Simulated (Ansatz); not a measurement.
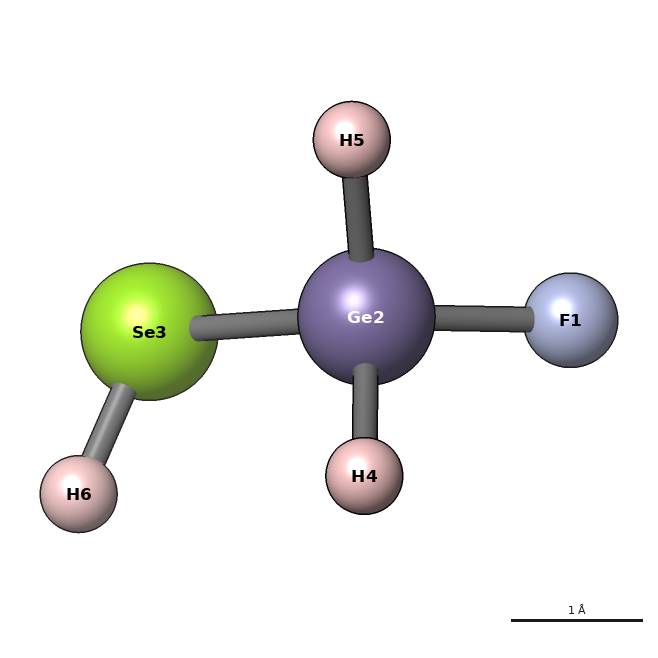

Source: calculation with Ansatz.

Geometry: moved along internal coordinates away from the minimum.

Q: How are the neighbours of atom 3 arranged?

A: Se3 has 2 neighbours (Ge2 at 2.33, H6 at 1.47 Å); the arrangement is bent.

Q: What is the geometry at Ge2?

A: Ge2 has 4 neighbours (F1 at 1.74, Se3 at 2.33, H4 at 1.53, H5 at 1.53 Å); the arrangement is tetrahedral.
